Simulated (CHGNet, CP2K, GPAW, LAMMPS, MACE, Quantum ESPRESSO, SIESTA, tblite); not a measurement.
# GPAW runs on glassy 68SiO2-14MgO-11ZnO-7BaO (mol %) (75 atoms)

Wanted: GPAW inputs and outputs for glassy 68SiO2-14MgO-11ZnO-7BaO (mol %) (75 atoms), checked against a plane-wave reference.

Method: the method is named at each step, in GPAW 26.7.0.

### Step 1. Starting point

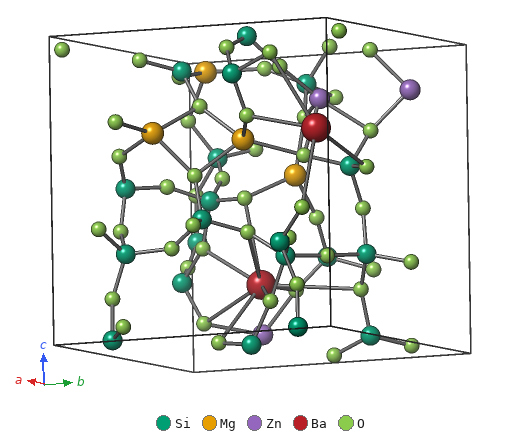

Start, viewed slightly off an axis; silicon teal, magnesium orange, zinc purple, barium red, oxygen green. Bonds to atoms that aren't drawn are left out. Some periodic images of atoms are drawn too.

The cell holds 75 atoms: 19 Si, 4 Mg, 3 Zn, 2 Ba and 47 O. Its edges and angles: a = 10.485 Å, b = 10.485 Å, c = 10.485 Å, α = 90.0°, β = 90.0°, γ = 90.0°. 75 atoms (19 Si, 4 Mg, 3 Zn, 2 Ba, 47 O) placed at random at 2.67 g/cm³, melted at 4000 K for 10 ps at fixed volume with the Morse and Coulomb pair potential with partial charges (Pedone, Malavasi, Menziani, Cormack and Segre, J. Phys. Chem. B 110, 11780 (2006)). Quenched from 4000 K to 300 K at 25 K/ps and fixed volume, held 5 ps, then minimised at fixed cell.

The yardstick, on the same geometry:

```
method                                           : Kohn-Sham DFT, PBE, SSSP efficiency 1.3.0 pseudopotentials, plane waves (Quantum ESPRESSO 7.5); sssp-pbe-1.3.0-efficiency, cutoffs 60/480 Ry, Γ point
r.m.s. force component                           : 0.9196 eV/Å
longest force                                    : 3.232 eV/Å
pressure                                         : 1.366 GPa
gap (highest filled to lowest empty level) : 2.891 eV
time                                             : 3 min on 4 MPI ranks of Arm Neoverse V2, shared host
CPU time                                         : 12 min
```

### Step 2. PBE, LCAO dzp, h 0.18 Å

Method: Kohn-Sham DFT, PBE, PAW, atomic orbitals (dzp).

run.py reads:

```python
import numpy as np
from ase.io import read
from gpaw import GPAW, FermiDirac

atoms = read("structure.xyz")
atoms.calc = GPAW(
    mode="lcao",
    basis="dzp",
    h=0.18,
    xc="PBE",
    kpts={"size": (1, 1, 1), "gamma": True},
    occupations=FermiDirac(0.05),
    maxiter=200,
    symmetry={"point_group": False},
    txt="gpaw.txt",
)
energy = atoms.get_potential_energy(force_consistent=True)
forces = atoms.get_forces()
print(f"energy {energy:.6f} eV")
print("forces (eV/A)")
for i, (a, f) in enumerate(zip(atoms, forces)):
    print(f"{i:4d} {a.symbol:2s} {f[0]:10.5f} {f[1]:10.5f} {f[2]:10.5f}")
print(f"Fermi level {atoms.calc.get_fermi_level():.4f} eV")
for k in range(len(atoms.calc.get_ibz_k_points())):
    for s in range(atoms.calc.get_number_of_spins()):
        e = atoms.calc.get_eigenvalues(kpt=k, spin=s)
        n = np.searchsorted(e, atoms.calc.get_fermi_level())
        print(f"k {k} spin {s} levels about the Fermi level:", np.round(e[max(n - 6, 0):n], 4).tolist(), "|", np.round(e[n:n + 6], 4).tolist())
```

structure.xyz reads:

```xyz
75
Lattice="10.48540 0.00000 0.00000 0.00000 10.48540 0.00000 0.00000 0.00000 10.48540" Properties=species:S:1:pos:R:3 pbc="T T T"
Si 8.07386 4.45483 4.21419
Si 4.16858 8.69586 3.12287
Si 3.88159 2.66528 5.31232
Si 6.38079 0.73524 5.62531
Si 4.85579 8.46287 6.06937
Si 1.31739 1.68668 7.05709
Si 8.90913 1.43178 0.21621
Si 9.45563 6.37072 8.93398
Si 0.31603 0.36972 4.35962
Si 9.75247 8.23261 3.07233
Si 6.37890 2.92752 9.48111
Si 6.92351 7.01557 2.92364
Si 8.09127 1.57071 3.20444
Si 2.01152 5.43637 9.28912
Si 10.18321 9.09179 0.09259
Si 2.96254 1.09803 2.70785
Si 0.62231 5.43720 3.53777
Si 2.67420 8.04754 0.51808
Si 6.89960 5.66788 10.46737
Mg 8.48122 2.84867 7.19907
Mg 3.00889 5.46101 6.09789
Mg 3.07841 2.16429 9.78969
Mg 6.89866 5.46143 6.97761
Zn 1.23088 3.24817 0.96917
Zn 3.40283 10.05015 8.68485
Zn 4.47622 7.16415 8.46308
Ba 4.16061 4.69714 2.31906
Ba 8.87883 9.22967 6.96094
O 7.70436 2.00795 9.80123
O 2.44058 6.54950 10.45101
O 5.93620 6.41497 9.47450
O 7.55536 1.11093 6.59804
O 5.96326 9.64825 5.86994
O 1.58099 5.52727 4.78229
O 8.22349 1.10390 1.69717
O 2.52258 2.46071 6.20599
O 2.25688 3.99127 9.87672
O 7.93661 4.13985 5.72576
O 10.23690 9.33914 4.14278
O 3.18096 7.96660 2.05902
O 8.70655 6.52852 7.56165
O 7.74724 3.13660 3.33037
O 5.05302 1.63688 5.75156
O 2.96705 5.82852 8.05499
O 1.55111 0.60941 3.37431
O 3.93203 10.26248 2.77528
O 4.27144 4.17046 5.28475
O 0.01835 2.46805 7.42618
O 3.94828 8.47493 4.71036
O 0.45171 5.74107 8.95065
O 7.00750 5.64775 3.80033
O 2.13021 1.00649 8.29542
O 1.30994 8.90902 0.24672
O 9.70214 8.83374 1.59347
O 0.76795 0.57062 5.89961
O 6.76403 3.78124 8.20776
[... 15 atom lines left out ...]
O 3.75325 8.73612 10.08947
O 5.02020 2.15318 9.46003
O 6.98412 0.82730 4.11174
O 9.59110 4.88515 3.85915
```

The run is started by

```console
OMP_NUM_THREADS=1 python run.py > output.txt
```

The program printed:

```text
energy -506.082131 eV
forces (eV/A)
   0 Si    1.72875    0.20464   -1.80240
   1 Si   -0.01317    0.80488   -0.03941
   2 Si   -0.93226   -2.27615    0.13711
   3 Si   -0.41459    0.45908   -0.92623
   4 Si    0.91800    0.99143   -1.39847
   5 Si    0.36018    0.15129   -2.01359
   6 Si    0.00985   -0.04503    1.84718
   7 Si    0.03253    1.00368    1.32300
   8 Si   -0.16143    1.01528   -0.73003
   9 Si    0.62086   -0.78921   -1.09351
  10 Si    0.32514    1.22249    1.12852
  11 Si    0.97596   -0.81825   -0.90029
  12 Si    1.14461    0.16620    1.04773
  13 Si   -0.60517    2.05280    0.32109
  14 Si    0.61508   -1.21562    0.94213
  15 Si   -0.51682   -1.25057    2.10026
  16 Si   -1.51221    0.17850    0.37953
  17 Si   -1.68605    0.16074   -0.40475
  18 Si    0.07164   -0.41014   -0.44832
  19 Mg   -0.10466   -0.30435   -0.25479
  20 Mg   -0.68409   -0.49055   -0.34597
  21 Mg    0.66130    0.26827   -0.52104
  22 Mg    0.29198   -0.01403    0.46213
  23 Zn   -1.98293    0.24869    0.85127
[...]
67 O     0.12871    1.44667   -2.84192
  68 O     1.11408   -1.20851    1.06569
  69 O    -0.49640    0.21164   -1.81791
  70 O     1.15848    0.09072   -0.44443
  71 O     2.55219    1.67541   -2.26172
  72 O    -2.92951   -1.73307    0.32605
  73 O    -1.05074   -1.32963   -1.14519
  74 O     0.05009   -0.13113   -0.09487
Fermi level 3.2989 eV
k 0 spin 0 levels about the Fermi level: [1.4424, 1.5004, 1.6408, 1.7287, 1.7892, 1.9661] | [4.73, 5.7919, 6.2788, 6.4935, 6.6462, 6.6988]
```

gpaw.txt:

```text
Input parameters:
  mode=LCAO(),
  basis={'default': 'dzp'},
  h=0.18,
  kpts=MonkhorstPack(size=(1, 1, 1), gamma=True),
  maxiter=200,
  occupations=Occupations(name='fermi-dirac', width=0.05, fixmagmom=False),
  symmetry=Symmetry(point_group=False),
  xc=XC(name='PBE')
Unit cell  # Å
| periodic |         x |         y |         z |   lengths |    angles |
|----------|-----------|-----------|-----------|-----------|-----------|
|      yes | 10.485400 |  0.000000 |  0.000000 | 10.485400 | 90.000000 |
|      yes |  0.000000 | 10.485400 |  0.000000 | 10.485400 | 90.000000 |
|      yes |  0.000000 |  0.000000 | 10.485400 | 10.485400 | 90.000000 |
Number of symmetries: 1
Symmetry operations  # r_c * U_cc + t_c -> r_c
|   | kind |            matrix            |
|---|------|------------------------------|
| 0 |  E   |  1, 0, 0,  0, 1, 0,  0, 0, 1 |
BZ-sampling:
  Number of BZ points: 1
  Number of IBZ points: 1
  Monkhorst-Pack size: [1, 1, 1]
  Monkhorst-Pack shift: [0, 0, 0]
[... lines left out ...]
Reference energy: -856698.843443  # eV
eigensolver:
density mixing:
  MSR1-Mixer
occupation numbers:
  Fermi-Dirac:
    width: 0.0500  # eV
FastPoissonSolver using
    Stencil: 6*3+1=19 point O(h^6) finite-difference Laplacian
xc functional:
  name: PBE with 2 nearest neighbor stencil
interpolation: tri-quintic # 5. degree polynomial
Initialization done in: 10.378 s
convergence criteria:
- Maximum [total energy] change in last 3 cyles: 0.0005 eV / valence electron
- Maximum integral of absolute [dens]ity change: 0.0001 electrons / valence electron
- Maximum integral of absolute [eigenst]ate change: 4e-08 eV^2 / valence electron
maximum number of iterations: 200
SCF iterations
|iter     |      energy | eigst |  dens |
|---------|-------------|-------|-------|
|iter:   1| -553.531951 |      c|       |
|iter:   2| -541.118672 |      c| -0.83 |
|iter:   3| -505.509569 |      c| -0.88 |
|iter:   4| -505.901444 |      c| -1.48 |
|iter:   5| -506.118471 |      c| -1.78 |
|iter:   6| -506.082841c|      c| -2.41 |
|iter:   7| -506.082267c|      c| -3.16 |
|iter:   8| -506.082143c|      c| -3.56 |
|iter:   9| -506.082131c|      c| -4.05c|
Converged in 9 steps
SCF loop duration: 96.974 s (10.775 s/step)
Energy contributions relative to reference atoms: (reference = -856698.843443)
Energy contributions:
  Kinetic:         595.486112
  Coulomb:        -508.856793
  Zero:              5.554168
  External:          0.000000
  Xc:             -598.265619
  Entropy:          -0.000000
  Spinorbit:         0.000000
  ----------------------------
  Free energy:    -506.082131
  Extrapolated:   -506.082131
dipole moment: (-22.873659, -28.247109, 0.699369)  # |e|*Ang
Fermi level: 3.299
Eigenvalues  # (at kpt = [0.000, 0.000, 0.000])
| band index |      eig [eV] | occ [0-2] |
|------------|---------------|-----------|
|          0 |       -72.629 |     2.000 |
|        ... |               |           |
|        219 |         1.320 |     2.000 |
|        220 |         1.377 |     2.000 |
[...]
|        234 |         6.817 |     0.000 |
|        ... |               |           |
|        276 |        10.717 |     0.000 |
Gap: 2.764 eV
Transition (v -> c):
  (s=0, k=0, n=226, [0.00, 0.00, 0.00]) -> (s=0, k=0, n=227, [0.00, 0.00, 0.00])
No difference between direct/indirect transitions
Force computation time: 26.400  # s
timing:  # [seconds]
  Total:  133.782  # ━━━━━━━━━━━━━━━━━━━━━━━━━━━━━━━━━━━━━━━━━━━━━━━━━━━━━━━━
  Init:    10.378  # ━━━━╸
  SCF:     96.974  # ━━━━━━━━━━━━━━━━━━━━━━━━━━━━━━━━━━━━━━━━╸
  Forces:  26.400  # ━━━━━━━━━━━
```

The job ended after 2.3 min (1 thread of Arm Neoverse V2, shared host; peak memory 1.7 GiB).

Banners, paths, timers and routine set-up lines are dropped from the logs unmarked, and long logs keep their key lines alone; longer cuts are marked.

Compared with the plane-wave run:

| Quantity | Value |
| --- | --- |
| r.m.s. force component | 1.21 eV/Å |
| r.m.s. difference of force components | 322.2 meV/Å |
| longest difference of force vectors | 1009 meV/Å |
| force difference over r.m.s. force | 35.04 % |
| slope of forces against the reference's | 1.304 |
| correlation of force components | 0.9911 |
| gap (highest filled to lowest empty level) | 2.764 eV |
| gap difference | -0.1275 eV |

This run lies far from the reference in forces at the same functional. Basis and potentials both differ; the latter hold 454 valence electrons against the reference's 446.

Length of the force difference by element (eV/Å):

```
element  atoms   mean   most
     Ba      2  0.049  0.052
     Mg      4   0.13   0.17
      O     47   0.65    1.0
     Si     19   0.19   0.34
     Zn      3   0.15   0.22
```

Levels nearest the highest filled one (eV from it): -0.52, -0.47, -0.33, -0.24, -0.18, 0.00, 2.76, 3.83, 4.31, 4.53, 4.68, 4.73.

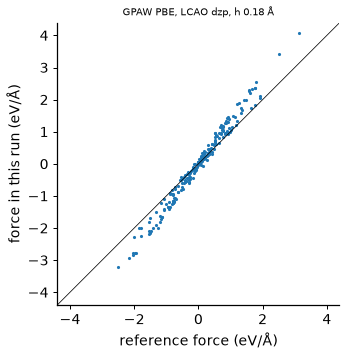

Force components against those of the reference; the line marks equality.

A closer look about Ba28, one of the 2 Ba atoms: 11 atoms, nearest first, numbered in the order of the input, with positions taken from that point.

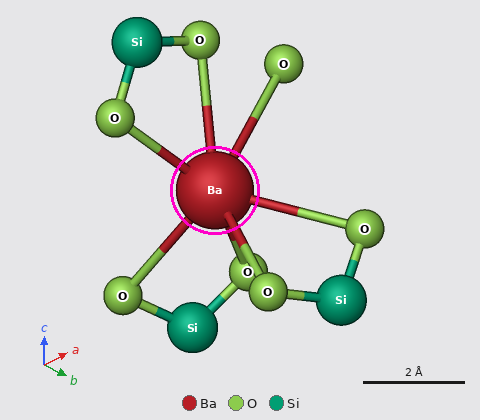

The atoms of the table, within 3.6 Å (arrows a, b, c point along x, y, z); some may hide others; the central atom is ringed.

```csv
atom,x,y,z,distance (Å),Fx,Fy,Fz (eV/Å)
Ba28,0.00,0.00,0.00,0.00,-0.14,0.02,0.08
O32,-1.32,2.37,-0.36,2.74,2.28,0.07,2.19
O41,-0.17,-2.70,0.60,2.77,-1.33,0.59,-2.78
O62,0.82,-1.29,2.58,3.00,-0.58,0.50,-1.33
O39,1.36,0.11,-2.82,3.13,-0.13,-0.71,1.98
O33,-2.92,0.42,-1.09,3.14,1.39,-0.47,0.07
O55,2.37,1.83,-1.06,3.18,-0.12,-1.62,0.97
Si4,-2.50,1.99,-1.34,3.46,-0.41,0.46,-0.93
O70,0.68,1.27,3.16,3.47,-0.50,0.21,-1.82
Si8,0.58,-2.86,1.97,3.52,0.03,1.00,1.32
Si9,1.92,1.63,-2.60,3.62,-0.16,1.02,-0.73
```

Atoms are counted from 1 here, from 0 in the log.

Forces lie 35 % from the reference's, at 0.19 times its CPU time (on 1 against 4 cores).

The difference per atom is largest on O (0.65 eV/Å on average, against 0.19 on Si).

### Step 3. PBE, LCAO dzp, h 0.22 Å

Method: Kohn-Sham DFT, PBE, PAW, atomic orbitals (dzp).

run.py, as its differences from that of step 2:

```diff
@@ -8,3 +8,3 @@
     basis="dzp",
-    h=0.18,
+    h=0.22,
     xc="PBE",
```

structure.xyz is that of step 2.

The program printed:

```text
energy -494.306084 eV
forces (eV/A)
   0 Si    1.73388    0.20351   -1.80201
   1 Si    0.00340    0.80860   -0.03318
   2 Si   -0.93490   -2.27096    0.13242
   3 Si   -0.41555    0.45678   -0.93201
   4 Si    0.92870    0.98660   -1.40017
   5 Si    0.36655    0.14590   -2.00971
   6 Si    0.00070   -0.04973    1.84552
   7 Si    0.04888    1.00404    1.32433
   8 Si   -0.16091    1.01190   -0.72467
   9 Si    0.61564   -0.78101   -1.09771
  10 Si    0.33174    1.22659    1.13523
  11 Si    0.97476   -0.81568   -0.90243
  12 Si    1.14886    0.17092    1.04044
  13 Si   -0.60047    2.04591    0.32829
  14 Si    0.61456   -1.21312    0.94627
  15 Si   -0.51793   -1.25532    2.09165
  16 Si   -1.51748    0.18477    0.38441
  17 Si   -1.69279    0.15002   -0.39355
  18 Si    0.07554   -0.41510   -0.45484
  19 Mg   -0.10574   -0.30464   -0.24838
  20 Mg   -0.68671   -0.48872   -0.34460
  21 Mg    0.65515    0.26556   -0.51933
  22 Mg    0.29594   -0.01359    0.46616
  23 Zn   -1.98819    0.24833    0.85769
[...]
67 O     0.24468    1.59417   -2.87032
  68 O     1.00984   -1.36073    1.00917
  69 O    -0.70348    0.22108   -1.63085
  70 O     1.19481    0.04396   -0.53977
  71 O     2.73871    1.67274   -2.05949
  72 O    -2.85831   -1.95578    0.55623
  73 O    -1.04370   -1.54067   -1.29258
  74 O    -0.04215    0.08067   -0.32299
Fermi level 3.3026 eV
k 0 spin 0 levels about the Fermi level: [1.4479, 1.5044, 1.6467, 1.7325, 1.7932, 1.9708] | [4.7291, 5.7928, 6.2813, 6.4961, 6.6488, 6.7018]
```

gpaw.txt:

```text
Input parameters:
  mode=LCAO(),
  basis={'default': 'dzp'},
  h=0.22,
  kpts=MonkhorstPack(size=(1, 1, 1), gamma=True),
  maxiter=200,
  occupations=Occupations(name='fermi-dirac', width=0.05, fixmagmom=False),
  symmetry=Symmetry(point_group=False),
  xc=XC(name='PBE')
Unit cell  # Å
| periodic |         x |         y |         z |   lengths |    angles |
[... lines left out ...]
  Fermi-Dirac:
[... lines left out ...]
convergence criteria:
- Maximum [total energy] change in last 3 cyles: 0.0005 eV / valence electron
[... lines left out ...]
Converged in 9 steps
[... lines left out ...]
  Free energy:    -494.306084
  Extrapolated:   -494.306084
dipole moment: (-22.683936, -28.433712, 1.118663)  # |e|*Ang
Fermi level: 3.303
Eigenvalues  # (at kpt = [0.000, 0.000, 0.000])
| band index |      eig [eV] | occ [0-2] |
|------------|---------------|-----------|
|          0 |       -72.627 |     2.000 |
|        ... |               |           |
|        219 |         1.326 |     2.000 |
|        220 |         1.381 |     2.000 |
[...]
|        234 |         6.819 |     0.000 |
|        ... |               |           |
|        276 |        10.721 |     0.000 |
Gap: 2.758 eV
Transition (v -> c):
  (s=0, k=0, n=226, [0.00, 0.00, 0.00]) -> (s=0, k=0, n=227, [0.00, 0.00, 0.00])
No difference between direct/indirect transitions
Force computation time: 15.597  # s
timing:  # [seconds]
  Total:  81.871  # ━━━━━━━━━━━━━━━━━━━━━━━━━━━━━━━━━━━━━━━━━━━━━━━━━━━━━━━━━
  Init:    8.461  # ━━━━━━
  SCF:    57.783  # ━━━━━━━━━━━━━━━━━━━━━━━━━━━━━━━━━━━━━━━━
  Forces: 15.597  # ━━━━━━━━━━━
```

It took 83 s on 1 thread; peak memory 0.98 GiB.

Numbers from this run, and their distance from the reference:

- r.m.s. force component: 1.228 eV/Å
- r.m.s. difference of force components: 358.8 meV/Å
- longest difference of force vectors: 1194 meV/Å
- force difference over r.m.s. force: 39.02 %
- slope of forces against the reference's: 1.316
- correlation of force components: 0.9853
- gap (highest filled to lowest empty level): 2.758 eV
- gap difference: -0.1331 eV
- energy less the same-level run's: 157 meV/atom
- r.m.s. force difference from the same-level run: 129.1 meV/Å

This is a coarse setting, run to see what it loses.

Against the first run (35 %), the force difference from the reference is 39 %, at 0.62 times the CPU time: the grid matters here.

The difference per atom is largest on O (0.73 eV/Å on average, against 0.19 on Si). The forces add up to 1.7 eV/Å instead of zero, usually a sign of too coarse a grid.

### Step 4. PBE, LCAO szp(dzp), h 0.18 Å

Method: Kohn-Sham DFT, PBE, PAW, atomic orbitals (szp(dzp)).

run.py, as its differences from that of step 3:

```diff
@@ -7,4 +7,4 @@
     mode="lcao",
-    basis="dzp",
-    h=0.22,
+    basis="szp(dzp)",
+    h=0.18,
     xc="PBE",
```

structure.xyz is that of step 3.

The program printed:

```text
energy -481.699503 eV
forces (eV/A)
   0 Si    1.93660    0.10370   -1.26567
   1 Si    0.01633    0.87382    0.13137
   2 Si   -1.02543   -1.81054    0.34586
   3 Si   -0.09940    0.47324   -0.64275
   4 Si    1.02751    0.43483   -0.94583
   5 Si   -0.02946    0.52231   -1.55869
   6 Si    0.34017    0.52444    1.86817
   7 Si   -0.14536    0.94692    0.92200
   8 Si   -0.01328    1.17479   -0.74739
   9 Si    0.88696   -0.93408   -1.20446
  10 Si   -0.19146    1.15108    0.62024
  11 Si    0.84298   -0.85404   -0.97368
[...]
70 O     0.93939    0.40228   -0.38369
  71 O     2.43286    1.57989   -2.18038
  72 O    -2.63021   -1.58212    0.31850
  73 O    -0.98665   -1.24530   -1.22931
  74 O    -0.03924   -0.15562   -0.06535
Fermi level 3.8096 eV
k 0 spin 0 levels about the Fermi level: [1.7193, 1.8152, 1.9536, 2.024, 2.1047, 2.3122] | [5.0324, 6.0389, 6.4167, 6.604, 6.7888, 6.844]
```

gpaw.txt:

```text
Input parameters:
  mode=LCAO(),
  basis={'default': 'szp(dzp)'},
  h=0.18,
  kpts=MonkhorstPack(size=(1, 1, 1), gamma=True),
  maxiter=200,
  occupations=Occupations(name='fermi-dirac', width=0.05, fixmagmom=False),
  symmetry=Symmetry(point_group=False),
  xc=XC(name='PBE')
[... lines left out ...]
  Fermi-Dirac:
[... lines left out ...]
convergence criteria:
- Maximum [total energy] change in last 3 cyles: 0.0005 eV / valence electron
[... lines left out ...]
Converged in 9 steps
[... lines left out ...]
  Free energy:    -481.699503
[... lines left out ...]
Fermi level: 3.810
[... lines left out ...]
|          0 |       -73.242 |     2.000 |
|        ... |               |           |
|        219 |         1.596 |     2.000 |
|        220 |         1.667 |     2.000 |
[...]
|        234 |         7.013 |     0.000 |
|        ... |               |           |
|        276 |        11.193 |     0.000 |
Gap: 2.720 eV
Transition (v -> c):
  (s=0, k=0, n=226, [0.00, 0.00, 0.00]) -> (s=0, k=0, n=227, [0.00, 0.00, 0.00])
No difference between direct/indirect transitions
Force computation time: 18.779  # s
timing:  # [seconds]
  Total:  100.779  # ━━━━━━━━━━━━━━━━━━━━━━━━━━━━━━━━━━━━━━━━━━━━━━━━━━━━━━━━
  Init:     8.291  # ━━━━╸
  SCF:     73.681  # ━━━━━━━━━━━━━━━━━━━━━━━━━━━━━━━━━━━━━━━━━
  Forces:  18.779  # ━━━━━━━━━━╸
```

The job ended after 1.7 min (1 thread; peak memory 1.6 GiB).

Against the reference:

```yaml
r_m_s_force_component: 1.153 eV/Å
r_m_s_difference_of_force_components: 309.1 meV/Å
longest_difference_of_force_vectors: 1076 meV/Å
force_difference_over_r_m_s_force: 33.61 %
slope_of_forces_against_the_reference_s: 1.23
correlation_of_force_components: 0.9807
spacing_of_highest_filled_and_lowest_empty_level: 2.72 eV
gap_difference: -0.1712 eV
```

This is a coarse setting, run to see what it loses.

Against the first run (35 %), the force difference from the reference is 34 %, at 0.76 times the CPU time, with 706 basis functions against 1055: size alone doesn't set the difference here.

(Continued in part 2 of 2.)

[Also dropped from logs without a mark: logging warnings of Python, and SIESTA's first energy breakdown and zero terms.]

[Logs are printed without paths, hosts, clocks, repeated set-up lines and the standing remarks that a program may print on its own settings, such as how far it seeks lower states.]

[Hosts, paths, dates, database ids (printed as entryN), source tags and the programs' standing remarks are cut or masked in the printed files.]
